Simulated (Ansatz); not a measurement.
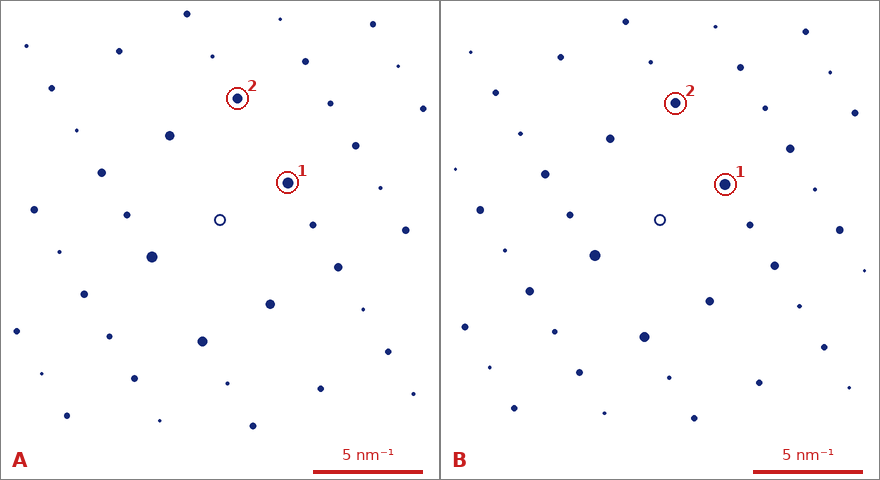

Kinematic electron diffraction patterns (300 kV, B = 0.5 Å², same scale) along [011] of the run's own cell, for the start and the end of one relaxation of LiPbO3 with Ansatz 0.2.0, DFT, PAW plane waves, pbesol. k mesh 5×5×5. The start is a generated model structure, and the relaxation ends in the nearest stationary point of its symmetry, not necessarily the ground state. Spot 1 is 0 -1 1 and spot 2 is 2 -1 1 in both.

Start structure:

```
Pb O Li
1.0
     5.54937    0.00000    0.00000
    -2.77469    4.80590    0.00000
    -2.77469    1.60197    4.94679
Pb O Li
2 6 2
Direct
  0.00130 0.99870 0.00390
  0.50130 0.49870 0.50390
  0.12030 0.27420 0.21030
  0.72580 0.63580 0.21030
  0.36420 0.87970 0.21030
  0.22580 0.37970 0.71030
  0.86420 0.77420 0.71030
  0.62030 0.13580 0.71030
  0.28200 0.71800 0.84600
  0.78200 0.21800 0.34600
```

Which pattern belongs to the start structure, and which to the relaxed one?

Answer. B is the start: its cell gives d(1) = 2.937 Å, d(2) = 1.846 Å and an angle of 53.8°. A is the relaxed structure, with d(1) = 2.818 Å (-4.0 %), d(2) = 1.774 Å (-3.9 %) and 53.1°.

Name reflections whose intensity changes strongly on relaxation.

Answer. 0 2 -2 goes from 40 to 21 % of the strongest spot; 2 0 0 goes from 36 to 62 % of the strongest spot.

Summarise the relaxation behind the change.

Answer. The volume changed by -10.1 % to 11.86 Å³ an atom; with the mean shift removed, the atoms moved by up to 0.27 Å relative to the cell (O most); the space group stayed R3c (No. 161); the free energy fell by 90 meV an atom. Relaxed cell: a = 5.391 Å, b = 5.391 Å, c = 5.648 Å, α = 61.49°, β = 118.51°, γ = 120.00°.
